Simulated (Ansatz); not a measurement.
# GaH5OS: two geometries relaxed

Are the two ends of the reaction (exchange4) separate minima, and which lies lower? Each is relaxed from a guess. Meant to form: Ga1–O6, H5–S2; to break: Ga1–S2, H5–O6. The start is a guess near the saddle point, from which both ends are pulled out.

All numbers below are computed with Ansatz 0.2.0 (RKS PBE-D4/def2-SVP).

### Step 1. The structure to begin with

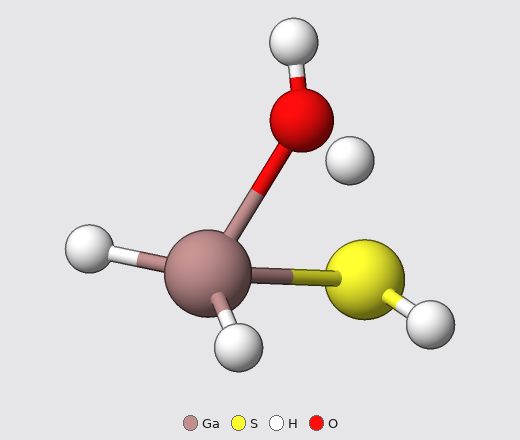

The starting structure, seen from a chosen angle (gallium pink, sulfur yellow, hydrogen white, oxygen red).

As a file:

```xyz
8

Ga   -1.0403    0.0095   -0.4833
S     1.1807    1.4563   -0.4753
H    -1.0378   -0.9862   -1.6715
H    -2.3037    0.6475    0.1494
H     0.9671    0.1401    0.7232
O     0.2479   -0.8516    1.0716
H     1.7029    0.5805   -1.3321
H     0.2833   -0.9962    2.0180
```

### Step 2. Pulling towards end A

Springs on the bonds that form and break draw the guess towards this end; the thresholds are loose.

Input file input.yaml:

```yaml
crystal:
  periodic: [false, false, false]
  atoms:
    - { symbol: Ga, position_ang: [-1.0403, 0.0095, -0.4833] }
    - { symbol: S, position_ang: [1.1807, 1.4563, -0.4753] }
    - { symbol: H, position_ang: [-1.0378, -0.9862, -1.6715] }
    - { symbol: H, position_ang: [-2.3037, 0.6475, 0.1494] }
    - { symbol: H, position_ang: [0.9671, 0.1401, 0.7232] }
    - { symbol: O, position_ang: [0.2479, -0.8516, 1.0716] }
    - { symbol: H, position_ang: [1.7029, 0.5805, -1.3321] }
    - { symbol: H, position_ang: [0.2833, -0.9962, 2.018] }
basis:
  gaussian: { orbitals: def2-SVP }
hamiltonian:
  xc: pbe
  dispersion: d4
relax:
  f_tol: 0.15
  max_steps: 25
  restrain:
    - { distance: [0, 5], at: 3.18, k: 30.0 }
    - { distance: [4, 1], at: 2.66, k: 30.0 }
    - { distance: [0, 1], at: 2.27, k: 30.0 }
    - { distance: [4, 5], at: 0.97, k: 30.0 }
output:
  orbitals: {}
```

The run is started by

```console
ansatz run input.yaml --threads 2 --pin off --max-ram 3072MiB --backend cpu --events-out ev --progress --plain --runs-dir out
```

Log (excerpt; [...] marks lines left out):

```text
Warning: RAYON_NUM_THREADS=2 ignored (pool sized by the plan → 2); use --threads N
[...]
Functional definition: PBE
[...]
993 factors; their error is unknown
[...]
mean field -65315.34914790 eV, -2400.2948088515 hartree, gradient 4.2e-5 eV, S^2 0.000000; 0 other end points of the search recorded, 0 dependent functions left out
[...]
reference -65315.34918578 eV, -2400.2948102438 hartree; 30, 30 occupied and 59, 59 virtual orbitals, 993 factors
relax step   1: F+E_penalty+E_count = -65315.50043130 eV  Δ(F+E_penalty+E_count) = +0.000e0 eV  max|allowed force component| = 2.389e0 eV/Å  E_restraint = 29.38415356 eV  max|allowed force component, restraints' pulls added| = 2.756e1 eV/Å  Δτ_max = 0.0000 Å  (27 SCF iters, accepted)
[...]
relax step   3: F+E_penalty+E_count = -65315.79205789 eV  Δ(F+E_penalty+E_count) = -1.539e-1 eV  max|allowed force component| = 2.917e0 eV/Å  E_restraint = 3.41294716 eV  max|allowed force component, restraints' pulls added| = 7.318e0 eV/Å  Δτ_max = 0.1952 Å  (30 SCF iters, accepted)
[...]
relax step   5: F+E_penalty+E_count = -65315.87124126 eV  Δ(F+E_penalty+E_count) = -8.014e-2 eV  max|allowed force component| = 1.112e0 eV/Å  E_restraint = 0.03394158 eV  max|allowed force component, restraints' pulls added| = 8.305e-1 eV/Å  Δτ_max = 0.1998 Å  (30 SCF iters, accepted)
[...]
relax step   9: F+E_penalty+E_count = -65315.96952593 eV  Δ(F+E_penalty+E_count) = -6.510e-3 eV  max|allowed force component| = 3.408e-1 eV/Å  E_restraint = 0.00380306 eV  max|allowed force component, restraints' pulls added| = 1.177e-2 eV/Å  Δτ_max = 0.0639 Å  (23 SCF iters, accepted)
  distance Ga 0 - O 5 = 3.1674 Å
  distance H 4 - S 1 = 2.6590 Å
  distance Ga 0 - S 1 = 2.2641 Å
  distance H 4 - O 5 = 0.9776 Å
993 factors; their error is unknown
mean field -65315.83199330 eV, -2400.3125530926 hartree, gradient 8.7e-5 eV, S^2 0.000000; 1 other end points of the search recorded, 0 dependent functions left out
[...]
reference -65315.83203162 eV, -2400.3125545009 hartree; 30, 30 occupied and 59, 59 virtual orbitals, 993 factors
Total energy: -65315.96956425 eV, -2400.3176087320 hartree
Atom 0 at    -1.021937     0.241403    -0.828433 Å, force     0.340848    -0.077554     0.290854 eV/Å
Atom 1 at     0.843901     1.514763    -0.675693 Å, force    -0.140587    -0.123824    -0.002591 eV/Å
Atom 2 at    -1.029176    -0.911323    -1.892227 Å, force     0.001141     0.007630     0.002150 eV/Å
Atom 3 at    -2.176616     0.746008     0.109392 Å, force     0.006628    -0.003915     0.003031 eV/Å
Atom 4 at     1.091736    -0.419674     1.131686 Å, force     0.119997     0.202052    -0.115251 eV/Å
Atom 5 at     0.597192    -1.182178     1.491938 Å, force    -0.315515    -0.003312    -0.188034 eV/Å
Atom 6 at     1.540197     0.801979    -1.606025 Å, force    -0.004824     0.003036     0.008220 eV/Å
Atom 7 at     0.154801    -0.791078     2.269362 Å, force    -0.007689    -0.004112     0.001622 eV/Å
Dipole moment:    -0.035156     0.080179     0.054460 e Å
```

It took 13 s on 2 threads of Intel Xeon Platinum 8488C (Sapphire Rapids), shared host; peak memory 0.15 GiB.

Step by step:

| step | energy from step 1 (eV) | largest force component (eV/Å) |
| --- | --- | --- |
| 1 | 0.0000 | 2.3886 |
| 2 | -0.1378 | 4.8086 |
| 3 | -0.2916 | 2.9171 |
| 4 | -0.2907 | 1.8319 |
| 5 | -0.3708 | 1.1123 |
| 6 | -0.4211 | 0.9812 |
| 7 | -0.4626 | 0.4251 |
| 8x | -0.4539 | 0.4288 |
| 9 | -0.4691 | 0.3408 |

Step 1 is the start. 1 step was tried and not accepted (marked x). Energies and forces in the table leave out the springs, which the log lists apart; the run stops on the force with the springs' pull added.

After: Bond lengths: Ga1–S2 2.264 Å, Ga1–H3 1.569 Å, Ga1–H4 1.571 Å, H5–O6 0.978 Å, S2–H7 1.363 Å, O6–H8 0.976 Å. Angles: Ga1–S2–H7 94.6°, S2–Ga1–H3 117.6°, S2–Ga1–H4 112.6°, H3–Ga1–H4 129.6°, H5–O6–H8 102.1°.

Pairs that crossed the distance rule for bonds on the way: came closer H5–O6; moved apart Ga1–O6.

### Step 3. Relaxing end A

It starts where the restrained run ended.

Input file input.yaml:

```yaml
crystal:
  periodic: [false, false, false]
  atoms:
    - { symbol: Ga, position_ang: [-1.021937, 0.241403, -0.828433] }
    - { symbol: S, position_ang: [0.843901, 1.514763, -0.675693] }
    - { symbol: H, position_ang: [-1.029176, -0.911323, -1.892227] }
    - { symbol: H, position_ang: [-2.176616, 0.746008, 0.109392] }
    - { symbol: H, position_ang: [1.091736, -0.419674, 1.131686] }
    - { symbol: O, position_ang: [0.597192, -1.182178, 1.491938] }
    - { symbol: H, position_ang: [1.540197, 0.801979, -1.606025] }
    - { symbol: H, position_ang: [0.154801, -0.791078, 2.269362] }
basis:
  gaussian: { orbitals: def2-SVP }
hamiltonian:
  xc: pbe
  dispersion: d4
relax:
  f_tol: 0.03
  max_steps: 50
```

The run is started by

```console
ansatz run input.yaml --threads 2 --pin off --max-ram 3072MiB --backend cpu --events-out ev --progress --plain --runs-dir out
```

Log:

```text
Warning: RAYON_NUM_THREADS=2 ignored (pool sized by the plan → 2); use --threads N
The last accepted step is kept in <dir> (removed where the run ends without a failure and the disk answers)
Engine: ansatz 0.2.0, x86_64-unknown-linux-gnu
[... 1 set-up line as earlier in the session ...]
  parameter kappa = 0.804
  parameter beta = 0.06672455060314922
  exchange = pbe_x(kappa = kappa, mu = beta*pi^2/3)
  correlation = pbe_c(beta = beta)
993 factors; their error is unknown
mean field evaluation 1: about -65309.9664 eV, gradient 6.0e1 eV
mean field evaluation 2: about -65256.0646 eV, gradient 1.5e2 eV
mean field evaluation 4: about -65315.6365 eV, gradient 1.1e1 eV
mean field evaluation 8: about -65315.8809 eV, gradient 8.5e-2 eV
mean field evaluation 16: about -65315.8320 eV, gradient 3.7e-5 eV
mean field -65315.83200374 eV, -2400.3125534764 hartree, gradient 3.7e-5 eV, S^2 0.000000; 0 other end points of the search recorded, 0 dependent functions left out
the calculation of the forces begins
reference -65315.83204262 eV, -2400.3125549053 hartree; 30, 30 occupied and 59, 59 virtual orbitals, 993 factors
relax step   1: F+E_penalty+E_count = -65315.96953637 eV  Δ(F+E_penalty+E_count) = +0.000e0 eV  max|allowed force component| = 3.407e-1 eV/Å  Δτ_max = 0.0000 Å  (28 SCF iters, accepted)
these checks for a lower state are left out or cut short: starts, cluster_reference, orbital_swaps, neighbouring_geometries, increment
993 factors; their error is unknown
mean field -65315.92434237 eV, -2400.3159468585 hartree, gradient 6.8e-5 eV, S^2 0.000000; 0 other end points of the search recorded, 0 dependent functions left out
the calculation of the forces begins
reference -65315.92438127 eV, -2400.3159482881 hartree; 30, 30 occupied and 59, 59 virtual orbitals, 993 factors
relax step   2: F+E_penalty+E_count = -65316.06741423 eV  Δ(F+E_penalty+E_count) = -9.788e-2 eV  max|allowed force component| = 9.413e-1 eV/Å  Δτ_max = 0.1956 Å  (30 SCF iters, accepted)
these checks for a lower state are left out or cut short: starts, cluster_reference, orbital_swaps, neighbouring_geometries, increment
993 factors; their error is unknown
mean field -65316.07765627 eV, -2400.3215810405 hartree, gradient 8.9e-6 eV, S^2 0.000000; 0 other end points of the search recorded, 0 dependent functions left out
the calculation of the forces begins
reference -65316.07769416 eV, -2400.3215824328 hartree; 30, 30 occupied and 59, 59 virtual orbitals, 993 factors
relax step   3: F+E_penalty+E_count = -65316.22592289 eV  Δ(F+E_penalty+E_count) = -1.585e-1 eV  max|allowed force component| = 8.725e-1 eV/Å  Δτ_max = 0.1957 Å  (28 SCF iters, accepted)
these checks for a lower state are left out or cut short: starts, cluster_reference, orbital_swaps, neighbouring_geometries, increment
993 factors; their error is unknown
mean field evaluation 32: about -65316.2630 eV, gradient 2.2e-1 eV
mean field -65316.21834724 eV, -2400.3267513381 hartree, gradient 2.2e-5 eV, S^2 0.000000; 0 other end points of the search recorded, 0 dependent functions left out
the calculation of the forces begins
reference -65316.21838399 eV, -2400.3267526887 hartree; 30, 30 occupied and 59, 59 virtual orbitals, 993 factors
relax step   4: F+E_penalty+E_count = -65316.37129591 eV  Δ(F+E_penalty+E_count) = -1.454e-1 eV  max|allowed force component| = 4.060e-1 eV/Å  Δτ_max = 0.1959 Å  (28 SCF iters, accepted)
these checks for a lower state are left out or cut short: starts, cluster_reference, orbital_swaps, neighbouring_geometries, increment
993 factors; their error is unknown
mean field -65316.20675103 eV, -2400.3263251853 hartree, gradient 1.9e-5 eV, S^2 0.000000; 0 other end points of the search recorded, 0 dependent functions left out
the calculation of the forces begins
reference -65316.20678752 eV, -2400.3263265264 hartree; 30, 30 occupied and 59, 59 virtual orbitals, 993 factors
relax step   5: F+E_penalty+E_count = -65316.36114651 eV  Δ(F+E_penalty+E_count) = +1.015e-2 eV  max|allowed force component| = 4.322e-1 eV/Å  Δτ_max = 0.0973 Å  (27 SCF iters, rejected (line search))
these checks for a lower state are left out or cut short: starts, cluster_reference, orbital_swaps, neighbouring_geometries, increment
993 factors; their error is unknown
mean field -65316.23916736 eV, -2400.3275164636 hartree, gradient 8.5e-5 eV, S^2 0.000000; 0 other end points of the search recorded, 0 dependent functions left out
the calculation of the forces begins
reference -65316.23920403 eV, -2400.3275178110 hartree; 30, 30 occupied and 59, 59 virtual orbitals, 993 factors
relax step   6: F+E_penalty+E_count = -65316.39223870 eV  Δ(F+E_penalty+E_count) = -2.094e-2 eV  max|allowed force component| = 1.957e-1 eV/Å  Δτ_max = 0.0485 Å  (24 SCF iters, accepted)
these checks for a lower state are left out or cut short: starts, cluster_reference, orbital_swaps, neighbouring_geometries, increment
993 factors; their error is unknown
mean field -65316.24204465 eV, -2400.3276222019 hartree, gradient 7.2e-6 eV, S^2 0.000000; 0 other end points of the search recorded, 0 dependent functions left out
the calculation of the forces begins
reference -65316.24208126 eV, -2400.3276235471 hartree; 30, 30 occupied and 59, 59 virtual orbitals, 993 factors
relax step   7: F+E_penalty+E_count = -65316.39560165 eV  Δ(F+E_penalty+E_count) = -3.363e-3 eV  max|allowed force component| = 1.055e-1 eV/Å  Δτ_max = 0.0886 Å  (27 SCF iters, accepted)
these checks for a lower state are left out or cut short: starts, cluster_reference, orbital_swaps, neighbouring_geometries, increment
993 factors; their error is unknown
mean field -65316.24532136 eV, -2400.3277426187 hartree, gradient 9.0e-5 eV, S^2 0.000000; 0 other end points of the search recorded, 0 dependent functions left out
the calculation of the forces begins
reference -65316.24535798 eV, -2400.3277439644 hartree; 30, 30 occupied and 59, 59 virtual orbitals, 993 factors
relax step   8: F+E_penalty+E_count = -65316.39874779 eV  Δ(F+E_penalty+E_count) = -3.146e-3 eV  max|allowed force component| = 2.346e-2 eV/Å  Δτ_max = 0.0347 Å  (25 SCF iters, accepted)
993 factors; their error is unknown
mean field evaluation 64: about -65311.2611 eV, gradient 5.5e1 eV
mean field -65316.24532136 eV, -2400.3277426187 hartree, gradient 9.0e-5 eV, S^2 0.000000; 1 other end points of the search recorded, 0 dependent functions left out
the calculation of the forces begins
reference -65316.24535798 eV, -2400.3277439644 hartree; 30, 30 occupied and 59, 59 virtual orbitals, 993 factors
Total energy: -65316.39878441 eV, -2400.3333822817 hartree
Atom 0 at    -0.838515     0.060093    -0.501936 Å, force    -0.016354     0.005292    -0.000195 eV/Å
Atom 1 at     0.933597     1.518159    -0.633512 Å, force    -0.008668     0.012977     0.021329 eV/Å
Atom 2 at    -0.918029    -1.041458    -1.618129 Å, force    -0.001445    -0.000217    -0.003478 eV/Å
Atom 3 at    -2.016936     0.656885     0.362268 Å, force     0.015635    -0.008744    -0.006839 eV/Å
Atom 4 at     1.012726    -0.260632     0.957374 Å, force     0.002313    -0.006839    -0.000886 eV/Å
Atom 5 at     0.306476    -0.956638     1.066543 Å, force     0.002525     0.011872     0.011176 eV/Å
Atom 6 at     1.600540     0.802195    -1.580221 Å, force     0.010325    -0.010177    -0.023457 eV/Å
Atom 7 at    -0.079760    -0.778704     1.947613 Å, force    -0.004331    -0.004163     0.002349 eV/Å
Dipole moment:     0.125925    -0.261002     0.447183 e Å
```

Run time: 10 s. Hardware: 2 threads of Intel Xeon Platinum 8488C (Sapphire Rapids), shared host; peak memory 0.14 GiB.

Step by step:

| step | energy from step 1 (eV) | largest force component (eV/Å) |
| --- | --- | --- |
| 1 | 0.0000 | 0.3407 |
| 2 | -0.0979 | 0.9413 |
| 3 | -0.2564 | 0.8725 |
| 4 | -0.4018 | 0.4060 |
| 5x | -0.3916 | 0.4322 |
| 6 | -0.4227 | 0.1957 |
| 7 | -0.4261 | 0.1055 |
| 8 | -0.4292 | 0.0235 |

Step 1 is the start. 1 step was tried and not accepted (marked x).

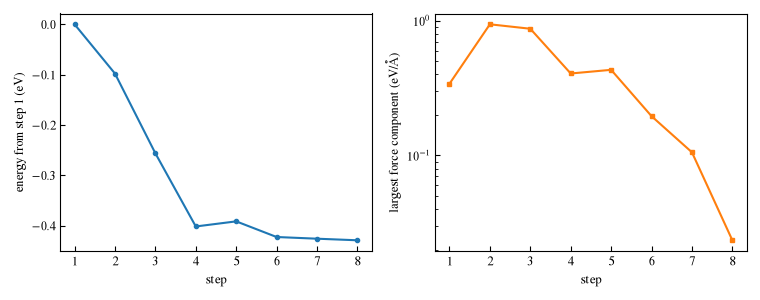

How energy and force went from step to step.

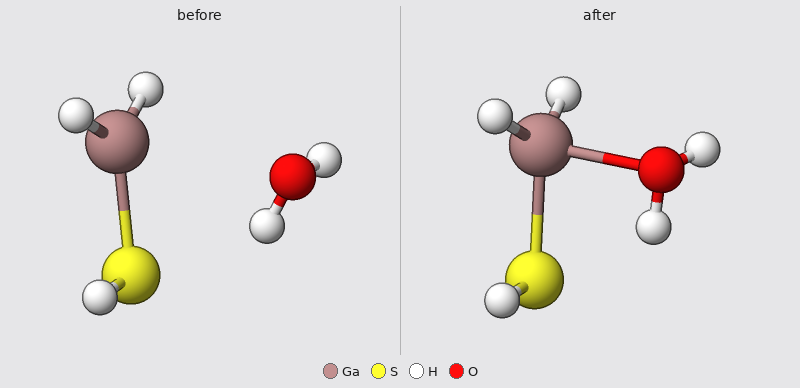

Before and after, at one scale.

After: Bond lengths: Ga1–S2 2.299 Å, Ga1–H3 1.570 Å, Ga1–H4 1.579 Å, Ga1–O6 2.192 Å, H5–O6 0.998 Å, S2–H7 1.361 Å, O6–H8 0.978 Å. Angles: Ga1–S2–H7 94.8°, S2–Ga1–H3 116.3°, S2–Ga1–H4 111.5°, S2–Ga1–O6 86.1°, H3–Ga1–H4 128.1°, H3–Ga1–O6 102.1°, H4–Ga1–O6 100.0°, Ga1–O6–H5 88.2°, Ga1–O6–H8 110.7°, H5–O6–H8 104.5°.

Pairs that crossed the distance rule for bonds on the way: came closer Ga1–O6.

[end of part 1 of 2]
